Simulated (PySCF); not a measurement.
**C3H2Cl3F3: a tour of settings**

Aim: see how C3H2Cl3F3 (`FC(F)(F)[C@@H](Cl)C(Cl)Cl`) answers to the choice of functional, basis, grid and SCF options.

Computed with PySCF 2.14.0, with density-fitted response routines of our own, on a single molecule, in the gas phase or a continuum. Atoms are numbered from 0 throughout.

### 1 The starting structure

11 atoms, charge 0, multiplicity 1; geometry from: GFN2-xTB.

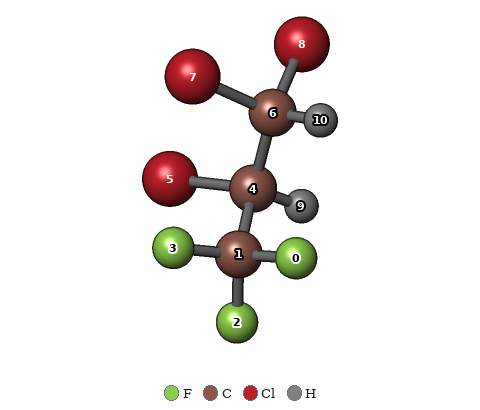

As it starts; fluorine green, carbon brown, chlorine red, hydrogen grey, atoms numbered.

### 2 Shielding tensors: PBE0/pcSseg-1

What the job is given:

```
{"job": {"kind": "nmr", "xc": "PBE0", "basis": "pcSseg-1"}, "charge": 0, "multiplicity": 1}
F      1.158137    -0.991899     1.308561
C      1.285042    -0.117298     0.296095
F      2.223705     0.756682     0.664298
F      1.757665    -0.792093    -0.743353
C     -0.049693     0.592302     0.032255
Cl     0.125221     1.582469    -1.439187
C     -1.213789    -0.385585    -0.093799
Cl    -1.057703    -1.395840    -1.545543
Cl    -2.733064     0.531209    -0.155132
H     -0.229259     1.270216     0.874168
H     -1.260837    -1.047492     0.775675
```

Method: GIAO PBE0/pcSseg-1 NMR shielding, non-relativistic, gas phase.

On the command line:

```console
$ OMP_NUM_THREADS=1 python probes_run.py task.json out
```

One launch serves the whole session: the jobs run in the order shown.

Standard output:

```text
coarse grid: 12632 points
cycle   1  E = -1794.4376736847  dE =  1.439e+00  |g| = 9.851e-01  |ddm| = 3.136e+00
cycle   2  E = -1794.1390587557  dE =  2.986e-01  |g| = 1.652e+00  |ddm| = 1.884e+00
cycle   3  E = -1794.6208457201  dE = -4.818e-01  |g| = 9.438e-02  |ddm| = 1.266e+00
cycle   4  E = -1794.6217174628  dE = -8.717e-04  |g| = 6.836e-02  |ddm| = 1.279e-01
cycle   5  E = -1794.6227917755  dE = -1.074e-03  |g| = 1.099e-02  |ddm| = 6.965e-02
cycle   6  E = -1794.6228134765  dE = -2.170e-05  |g| = 2.608e-03  |ddm| = 1.120e-02
cycle   7  E = -1794.6228146858  dE = -1.209e-06  |g| = 8.467e-04  |ddm| = 2.612e-03
final grid: 114424 points
cycle   8  E = -1794.6921976366  dE = -5.340e-05  |g| = 6.976e-03  |ddm| = 2.293e-02
cycle   9  E = -1794.6921893835  dE =  8.253e-06  |g| = 9.115e-03  |ddm| = 1.159e-02
cycle  10  E = -1794.6922056481  dE = -1.626e-05  |g| = 1.473e-03  |ddm| = 7.946e-03
cycle  11  E = -1794.6922060141  dE = -3.660e-07  |g| = 3.177e-04  |ddm| = 1.769e-03
cycle  12  E = -1794.6922060353  dE = -2.121e-08  |g| = 1.064e-04  |ddm| = 3.572e-04
cycle  13  E = -1794.6922060374  dE = -2.125e-09  |g| = 1.737e-05  |ddm| = 7.908e-05
cycle  14  E = -1794.6922060375  dE = -6.276e-11  |g| = 4.812e-06  |ddm| = 2.224e-05
converged SCF energy = -1794.6922060375

GIAO shielding tensors (ppm)
atom      isotropic    diamagn.    paramagn.     s11        s22        s33       span
  0 F      260.859     473.118    -212.258    175.675    263.995    342.909    167.234
  1 C       55.814     238.186    -182.371     52.940     56.727     57.776      4.836
  2 F      249.460     470.124    -220.664    172.153    234.603    341.625    169.472
  3 F      259.512     470.979    -211.467    189.821    264.795    323.920    134.099
  4 C      113.164     247.545    -134.381     92.800    118.041    128.651     35.851
  5 Cl     815.522    1144.881    -329.359    665.424    704.345   1076.796    411.372
  6 C      101.694     242.435    -140.741     69.087    113.605    122.390     53.303
  7 Cl     685.677    1144.804    -459.126    413.305    639.821   1003.906    590.601
  8 Cl     662.473    1144.431    -481.957    334.130    623.974   1029.315    695.185
  9 H       27.212      28.298      -1.085     24.303     25.620     31.713      7.410
 10 H       25.327      27.149      -1.822     21.250     25.136     29.595      8.345
```

Wall time 14 s (1 thread of AMD EPYC 9R45, shared host); peak memory 0.81 GiB.

Shifts follow as δ = σ(reference) − σ, with reference shieldings (ppm) from runs at the same level and on the same kind of geometry: 1H TMS 31.72, 13C TMS 186.9, 19F CFCl3 170.9, 35Cl HCl 950. The references are single molecules in the gas phase, so shifts against H2O, NH3, PH3, H3PO4 or CFCl3 are not on the usual liquid scales and can be off by tens of ppm. Atoms listed in one row are averaged.

```
     atoms                           environment  σ (ppm)  δ (ppm)  δ scaled to CDCl3
        C1                            CF3 carbon     55.8    131.1              126.0
        C6                 sp3 CH bonded to 2 Cl    101.7     85.2               81.3
        C4                   sp3 CH bonded to Cl    113.2     73.8               70.1
       H10  hydrogen on an sp3 CH bonded to 2 Cl    25.33     6.39               6.13
        H9    hydrogen on an sp3 CH bonded to Cl    27.21     4.50               4.35
F0, F2, F3               fluorine of a CF3 group    256.6    -85.7                  –
       Cl8                  chlorine bonded to C      662      287                  –
       Cl7                  chlorine bonded to C      686      264                  –
       Cl5                  chlorine bonded to C      816      134                  –
```

The scaled column applies a straight-line fit of computed shieldings to shifts measured in CDCl3, with any fitted terms for Cl, Br or S neighbours, and one for carbons that bear F (root-mean-square error 0.16 ppm for H, 1.9 ppm for C).

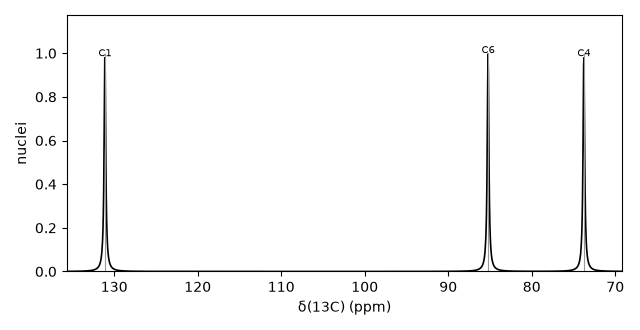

13C lines at the computed shifts, without couplings. Lines are broadened to a width of 0.23 ppm (Lorentzian).

Charges from the same density, by scheme (e):

```
     atoms  Mulliken    IAO  Hirshfeld  ESP fit
F0, F2, F3     -0.25  -0.27      -0.08    -0.15
        C1      0.87   0.81       0.25     0.56
        C4     -0.31  -0.16      -0.03    -0.48
       Cl5     -0.01  -0.04      -0.03     0.05
        C6     -0.20  -0.11       0.02    -0.48
       Cl7     -0.01  -0.04      -0.04     0.06
       Cl8     -0.02  -0.05      -0.03     0.04
```

ESP fit charges:

```
atom  value (e)
  F0      -0.14
  C1       0.56
  F2      -0.17
  F3      -0.13
  C4      -0.48
 Cl5       0.05
  C6      -0.48
 Cl7       0.06
 Cl8       0.04
  H9       0.35
 H10       0.35
```

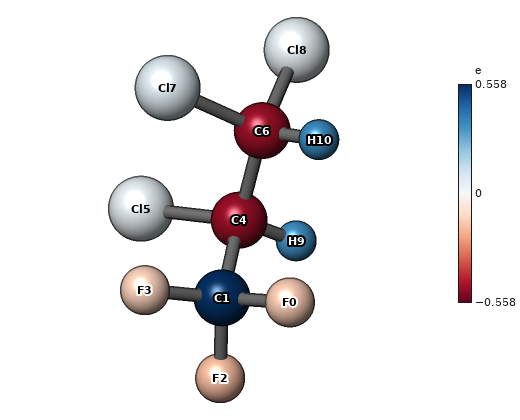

ESP fit charges, as colours on the atoms.

Mayer bond orders: F0–C1 0.98, C1–F2 1.02, C1–F3 1.05, C1–C4 0.92, C4–Cl5 1.07, C4–C6 0.91, C6–Cl7 1.05, C6–Cl8 1.04.

### 3 Excited states and response: PBE0/def2-SVPD

Same as in step 2 but for these lines:

```diff
@@ -1,2 +1,2 @@
-{"job": {"kind": "nmr", "xc": "PBE0", "basis": "pcSseg-1"}, "charge": 0, "multiplicity": 1}
+{"job": {"kind": "uv", "xc": "PBE0", "basis": "def2-SVPD", "nstates": 6, "ntriplets": 2}, "charge": 0, "multiplicity": 1}
 F      1.158137    -0.991899     1.308561
```

Method: TDDFT PBE0/def2-SVPD, vertical, gas phase, core orbitals frozen in the response.

Standard output:

```text
coarse grid: 12632 points
cycle   1  E = -1793.7254871756  dE =  1.370e+00  |g| = 9.258e-01  |ddm| = 4.693e+00
cycle   2  E = -1793.4507201915  dE =  2.748e-01  |g| = 1.543e+00  |ddm| = 3.490e+00
cycle   3  E = -1793.8941441205  dE = -4.434e-01  |g| = 9.898e-02  |ddm| = 2.280e+00
cycle   4  E = -1793.8955077066  dE = -1.364e-03  |g| = 6.259e-02  |ddm| = 2.594e-01
cycle   5  E = -1793.8964311282  dE = -9.234e-04  |g| = 1.142e-02  |ddm| = 1.274e-01
cycle   6  E = -1793.8964563185  dE = -2.519e-05  |g| = 2.324e-03  |ddm| = 1.790e-02
cycle   7  E = -1793.8964574177  dE = -1.099e-06  |g| = 7.305e-04  |ddm| = 5.310e-03
final grid: 114424 points
cycle   8  E = -1794.0871824189  dE = -3.575e-05  |g| = 6.094e-03  |ddm| = 7.851e-02
cycle   9  E = -1794.0871737301  dE =  8.689e-06  |g| = 9.033e-03  |ddm| = 2.107e-02
cycle  10  E = -1794.0871902459  dE = -1.652e-05  |g| = 8.468e-04  |ddm| = 1.369e-02
cycle  11  E = -1794.0871904136  dE = -1.678e-07  |g| = 2.819e-04  |ddm| = 2.237e-03
cycle  12  E = -1794.0871904310  dE = -1.742e-08  |g| = 8.092e-05  |ddm| = 5.191e-04
cycle  13  E = -1794.0871904323  dE = -1.310e-09  |g| = 1.643e-05  |ddm| = 1.376e-04
cycle  14  E = -1794.0871904324  dE = -6.094e-11  |g| = 4.383e-06  |ddm| = 4.098e-05
converged SCF energy = -1794.0871904324

Static polarisability (au): isotropic 79.102, principal 74.685 78.874 83.746

Singlet excitations
state   eV       nm        f      main configurations
  1   6.6891    185.4   0.00352   H->L 0.51, H-1->L 0.44
  2   6.7678    183.2   0.01403   H-1->L 0.42, H->L 0.36, H-2->L 0.13
  3   6.8124    182.0   0.00232   H-2->L 0.79
  4   6.9700    177.9   0.00067   H-3->L 0.91
  5   7.2813    170.3   0.00004   H-4->L 0.71, H-2->L+1 0.14, H-1->L+2 0.08
  6   7.4563    166.3   0.00628   H->L+1 0.40, H-5->L 0.31, H-1->L+1 0.12

Triplet excitations (Tamm-Dancoff, eV): 6.0496 6.1047
```

Wall time 21 s (1 thread of AMD EPYC 9R45, shared host); peak memory 0.89 GiB.

The orbitals next to the gap, with their largest atomic shares:

```
orbital     eV                         atoms
 HOMO−3  -9.53   Cl5 56 %, Cl8 14 %, C4 10 %
 HOMO−2  -9.36   Cl8 46 %, Cl5 32 %, Cl7 6 %
 HOMO−1  -9.25  Cl7 48 %, Cl5 29 %, Cl8 11 %
   HOMO  -9.19  Cl7 51 %, Cl8 30 %, Cl5 11 %
   LUMO  -1.04  Cl5 23 %, Cl8 20 %, Cl7 18 %
 LUMO+1  -0.17   Cl8 33 %, C6 23 %, Cl7 12 %
 LUMO+2   0.11   Cl7 32 %, Cl5 24 %, C6 16 %
```

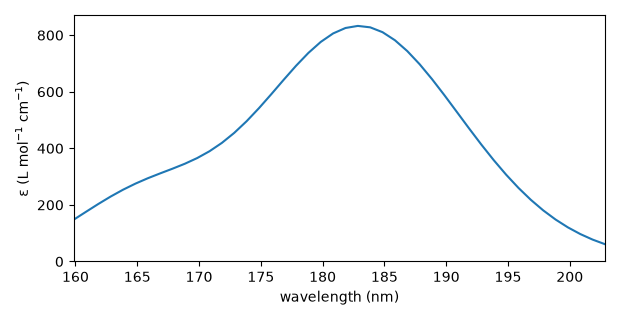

Absorption spectrum: each of the 6 states is a Gaussian band of 0.4 eV half-width at 1/e. Beyond the last state computed it falls off for lack of states.

Ground-state properties from the same run:

```
           property  computed
  dipole moment (D)      1.70
polarisability (Å³)     11.72
 HOMO–LUMO gap (eV)      8.15
      −ε(HOMO) (eV)      9.19
```

### 4 Spin-spin couplings: BHandHLYP/6-31G

Same as in step 3 but for these lines:

```diff
@@ -1,2 +1,2 @@
-{"job": {"kind": "uv", "xc": "PBE0", "basis": "def2-SVPD", "nstates": 6, "ntriplets": 2}, "charge": 0, "multiplicity": 1}
+{"job": {"kind": "j", "xc": "BHandHLYP", "basis": "6-31G"}, "charge": 0, "multiplicity": 1}
 F      1.158137    -0.991899     1.308561
```

With the program's defaults for keys left out, this is: BHandHLYP/6-31G indirect spin-spin coupling, non-relativistic, gas phase.

Standard output:

```text
coarse grid: 12632 points
cycle   1  E = -1794.9775045036  dE =  1.856e+00  |g| = 1.050e+00  |ddm| = 3.481e+00
cycle   2  E = -1794.8834924863  dE =  9.401e-02  |g| = 1.353e+00  |ddm| = 2.880e+00
cycle   3  E = -1795.2624424851  dE = -3.789e-01  |g| = 5.424e-02  |ddm| = 1.529e+00
cycle   4  E = -1795.2630645678  dE = -6.221e-04  |g| = 3.292e-02  |ddm| = 9.781e-02
cycle   5  E = -1795.2633296626  dE = -2.651e-04  |g| = 7.348e-03  |ddm| = 5.128e-02
cycle   6  E = -1795.2633427099  dE = -1.305e-05  |g| = 1.690e-03  |ddm| = 1.037e-02
cycle   7  E = -1795.2633434319  dE = -7.219e-07  |g| = 4.959e-04  |ddm| = 3.241e-03
final grid: 114424 points
cycle   8  E = -1795.2257212347  dE = -4.403e-06  |g| = 3.372e-03  |ddm| = 1.080e-02
cycle   9  E = -1795.2257206607  dE =  5.740e-07  |g| = 3.776e-03  |ddm| = 7.044e-03
cycle  10  E = -1795.2257235994  dE = -2.939e-06  |g| = 1.315e-04  |ddm| = 4.088e-03
cycle  11  E = -1795.2257236036  dE = -4.167e-09  |g| = 6.191e-05  |ddm| = 2.638e-04
cycle  12  E = -1795.2257236045  dE = -9.090e-10  |g| = 2.145e-05  |ddm| = 9.329e-05
converged SCF energy = -1795.2257236045

Indirect spin-spin couplings (Hz)
  i      j    bonds     total        FC       PSO       DSO        SD
  0 F    1 C    1   -295.761  -281.109   -26.048     1.842     9.554
  0 F    2 F    2    185.968   127.229     2.635     0.483    55.620
  0 F    3 F    2    166.934   120.020    -7.281     0.629    53.566
  0 F    4 C    2     31.383    33.430    -2.442     0.366     0.028
  0 F    6 C    3      2.313     2.662    -0.694     0.391    -0.046
  0 F    9 H    3     -1.095    -1.802     0.603     0.601    -0.497
  0 F   10 H    4      2.754     2.001    -1.398     2.256    -0.105
  1 C    2 F    1   -298.482  -278.215   -30.479     1.841     8.372
  1 C    3 F    1   -306.241  -281.434   -34.003     1.918     7.278
  1 C    9 H    2     -6.549    -7.148    -0.007     0.606         -
  1 C   10 H    3      1.716     1.330    -0.069     0.455         -
  2 F    3 F    2    166.872   124.139   -11.459     0.574    53.617
  2 F    4 C    2     35.860    36.660    -2.091     0.350     0.941
  2 F    6 C    3      6.782     6.281     0.465    -0.142     0.178
  2 F    9 H    3      1.862     1.326     0.073     1.167    -0.705
  2 F   10 H    4     -1.503    -1.112     0.499    -0.797    -0.093
  3 F    4 C    2     26.688    25.503    -1.017     0.348     1.855
  3 F    6 C    3     -3.195    -3.420     0.061     0.224    -0.059
  3 F    9 H    3     10.121    10.851     0.742    -1.487     0.015
  3 F   10 H    4      0.805     0.315     0.731    -0.018    -0.223
  4 C    9 H    1    194.700   192.920     0.108     1.672         -
  4 C   10 H    2      0.634     0.203     0.053     0.379         -
  6 C    9 H    2     -3.939    -4.381     0.052     0.390         -
  6 C   10 H    1    205.312   203.721    -0.001     1.592         -
  9 H   10 H    3      3.155     2.315     0.110     0.730         -
```

Wall time 7.6 s (1 thread of AMD EPYC 9R45, shared host); peak memory 0.62 GiB.

This basis has no tight s functions, so the Fermi-contact terms are rough.

Couplings of 1 Hz or more, nine at most for each number of bonds, with means over like pairs (isotopes 13C, 19F, 1H):

```
  pair  bonds  J (Hz)  Fermi contact (Hz)  dihedral (°)
 F0–C1      1  -300.2              -280.3             –
C6–H10      1   205.3               203.7             –
 C4–H9      1   194.7               192.9             –
 F0–F2      2   173.3               123.8             –
 F0–C4      2    31.3                31.9             –
 C1–H9      2    -6.5                -7.1             –
 C6–H9      2    -3.9                -4.4             –
 F0–H9      3     3.6                 3.5             –
H9–H10      3     3.2                 2.3           -66
 F0–C6      3     2.0                 1.8             –
C1–H10      3     1.7                 1.3            53
```

The spin-dipole term was solved for some atoms only; pairs without it lack that part.

The response was solved for the nuclei of F, H alone, so couplings that need other nuclei can be missing.

Quadrupole couplings from the field gradients of the same density:

```
atom  isotope  eQq/h (MHz)     η
 Cl5     35Cl        -84.3  0.03
 Cl7     35Cl        -82.2  0.03
 Cl8     35Cl        -80.5  0.04
```

Joined with the shifts from before (PBE0/pcSseg-1, scaled to CDCl3), the couplings predict the line list below for 500 MHz. Couplings to quadrupolar nuclei are left out.

1H NMR δ 6.13 (m, 1H), 4.35 (m, 1H).

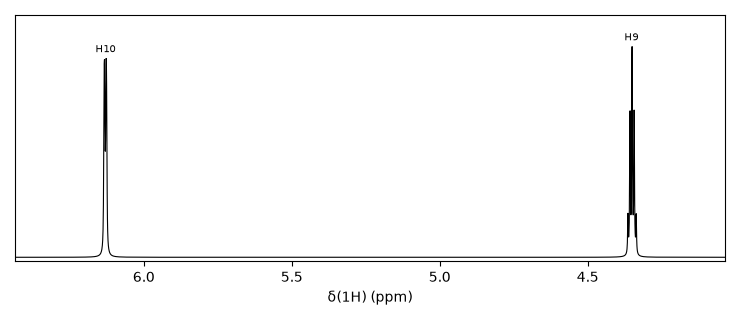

Simulated proton spectrum at 500 MHz, by exact diagonalisation of each spin system; lines 1.2 Hz wide, exchangeable protons uncoupled.

[end of part 1 of 2]
